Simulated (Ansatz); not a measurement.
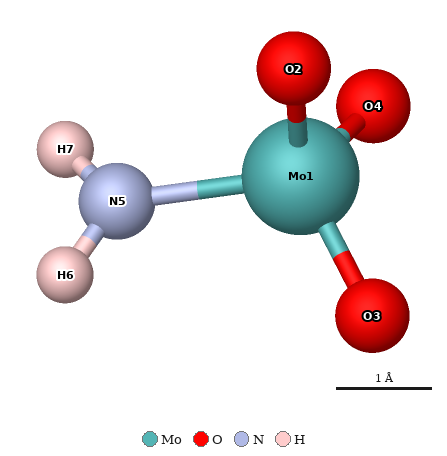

*The structure as given in the input (ball-and-stick view, seen at a tilt; atoms are numbered from 1 in the order of the input). Sticks mark near contacts.*

Bond lengths as drawn: H–N 1.02 Å, Mo–N 1.98 Å and Mo–O 1.70 to 1.83 Å.

Run report: MoNH2O3, single-point calculation

The run: single-point calculation of MoNH2O3, multiplicity 2. Method and program: UKS PBE0-D4/def2-TZVPD (Ansatz 0.2.0).

The geometry comes from this level: r2SCAN-D4/def2-SVPD.

Log
```
Functional definition: PBE0
  name "PBE0"
  cite "Adamo & Barone, J. Chem. Phys. 110, 6158 (1999) doi:10.1063/1.478522"
  cite "Perdew, Burke & Ernzerhof, Phys. Rev. Lett. 77, 3865 (1996) doi:10.1103/PhysRevLett.77.3865"
  parent pbe
  parameter a = 0.25
  parameter kappa = 0.804
  parameter beta = 0.06672455060314922
  exchange = (1 - a)*pbe_x(kappa = kappa, mu = beta*pi^2/3) + a*exact_x
  correlation = pbe_c(beta = beta)
these checks for a lower state are left out or cut short: starts
1211 factors; their error is unknown
mean field evaluation 1: about -9512.6029 eV, gradient 1.2e2 eV
mean field evaluation 2: about -9516.0824 eV, gradient 3.0e0 eV
mean field evaluation 4: about -9516.2198 eV, gradient 2.8e-1 eV
mean field evaluation 8: about -9516.2202 eV, gradient 5.8e-5 eV
mean field -9516.22024297 eV, -349.7146436034 hartree, gradient 8.8e-6 eV, S^2 0.795753; 0 other end points of the search recorded, 0 dependent functions left out
reference -9516.22029423 eV, -349.7146454873 hartree; 24, 23 occupied and 191, 192 virtual orbitals, 1211 factors
Total energy: -9516.36573579 eV, -349.7199903660 hartree
Checks for a lower state left out: starts
```

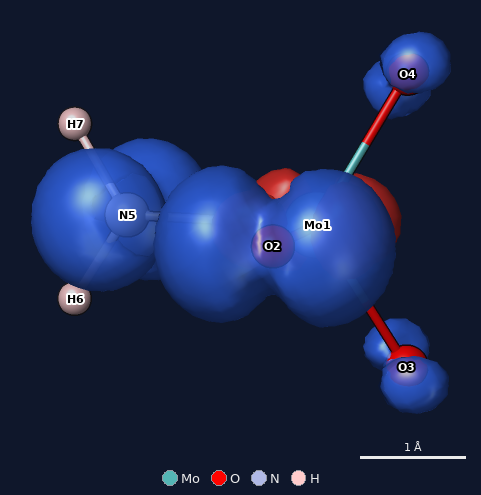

*Isosurfaces of the spin density (α minus β) at +0.04 (blue) and −0.04 e/Å³ (red), seen at a tilt.*

The unpaired spin (1 electron) lies mostly on O2 (about 0.7) and N5 (about 0.3), in electrons by Hirshfeld's partition, with opposite, polarisation-induced spin on Mo1.

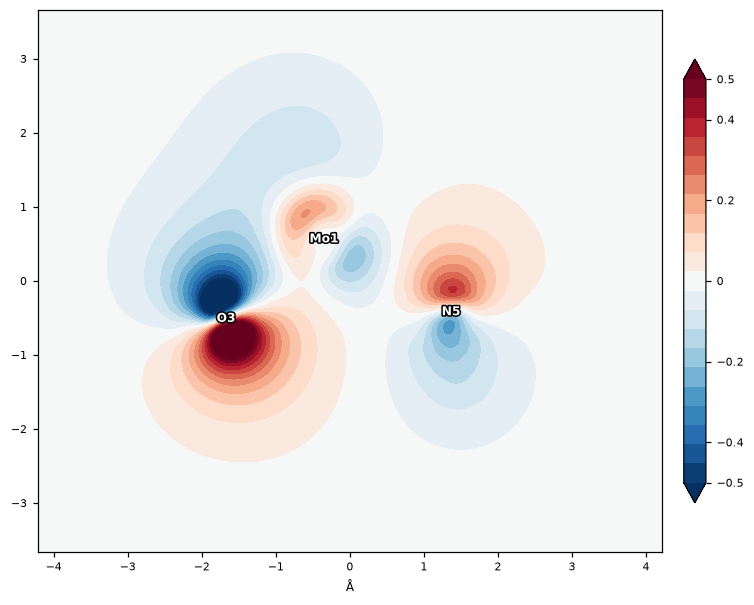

*One frontier orbital on the plane of atoms O3, Mo1 and N5 (values in Å⁻³ᐟ²; the overall sign is arbitrary).*

The HOMO−1 (α), at −9.63 eV.

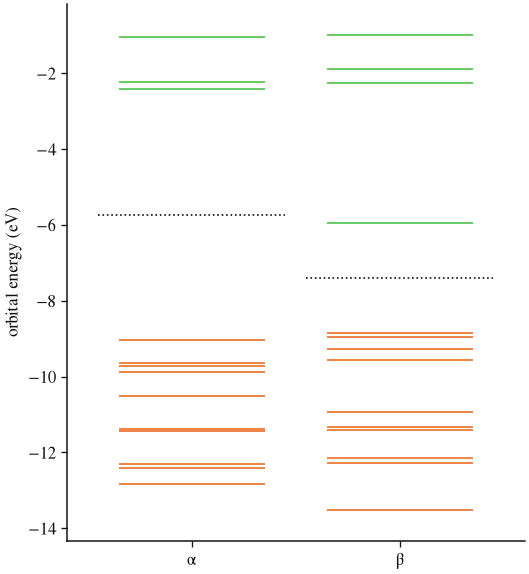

*Orbital energies near the frontier for α and β spins; the dotted line parts filled from empty levels, and levels within 0.02 eV of each other stand side by side.*

α: highest filled −9.05 eV, lowest empty −2.42 eV, 6.63 eV apart; β: highest filled −8.85 eV, lowest empty −5.96 eV, 2.89 eV apart.

The run was set up as follows.

The input
```yaml
crystal:
  periodic: [false, false, false]
  atoms:
    - {symbol: Mo, position_ang: [0.383059, 0.667859, 0.179853]}
    - {symbol: O, position_ang: [0.311322, 0.530136, 1.999793]}
    - {symbol: O, position_ang: [1.992856, 0.651582, -0.375862]}
    - {symbol: O, position_ang: [-0.448587, 2.051102, -0.364529]}
    - {symbol: N, position_ang: [-0.567916, -0.989846, -0.339115]}
    - {symbol: H, position_ang: [-0.105957, -1.871702, -0.556096]}
    - {symbol: H, position_ang: [-1.564777, -1.039132, -0.544044]}
basis:
  gaussian: {orbitals: def2-TZVPD, initial_orbitals: start.molden}
magnetization: {spin_polarized: true, initial_magnetization: 1}
hamiltonian: {xc: pbe0, dispersion: d4}
scf: {omitted_lower_state_checks: [starts]}
output: {orbitals: {seedname: orbitals}}
```

Run as:
```bash
ansatz run in.yaml --threads 4 --pin off --events-out ev --progress --plain --max-ram 3916MiB
```

Summary

| quantity | value |
| --- | --- |
| outcome | converged |
| total energy | −9516.3657 eV |
| mean-field energy | −9516.2203 eV |
| dispersion energy | −0.1454 eV |
| ⟨S²⟩ | 0.796 |
| SCF solution under orbital rotations | stable |
| HOMO (either spin) | −8.85 eV |
| LUMO (either spin) | −5.96 eV |
| hardware | 4 threads of Arm Neoverse V2, 95 GiB of memory available, shared host |
| wall time | 13 s (CPU time 49 s) |
| peak memory | 0.92 GiB |
